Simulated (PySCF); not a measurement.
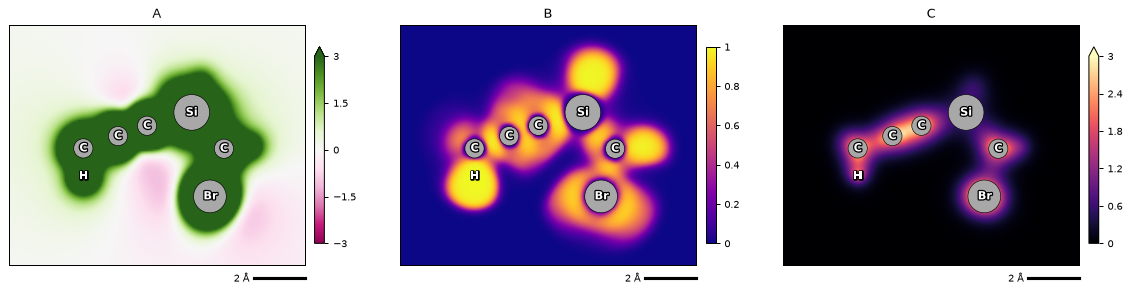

C₅H₇BrSi: 3 fields on the plane of atoms C3, Si4 and C6, with unlabelled colour scales. Grey discs cover the atomic cores.

Geometry: GFN2-xTB.

Method: CAM-B3LYP/def2-SVPD, SCF density, gas phase in PySCF 2.14.0.

Q: Which field does each panel show? The fields are: electron density, electron localisation function and electrostatic potential.

A: Panel A: electrostatic potential (strongly positive close to the atoms, with negative regions outside electron-rich atoms). Panel B: electron localisation function. Panel C: electron density. From the grid: C–C (1.21 Å): ρ is about 2.7 e/Å³ halfway; the ELF peaks at about 0.85 between the atoms; a short, multiple covalent bond. C–Si (1.83 Å): ρ at the midpoint is about 0.97 e/Å³; the ELF peaks at about 0.95 between the atoms, as expected for a covalent bond.
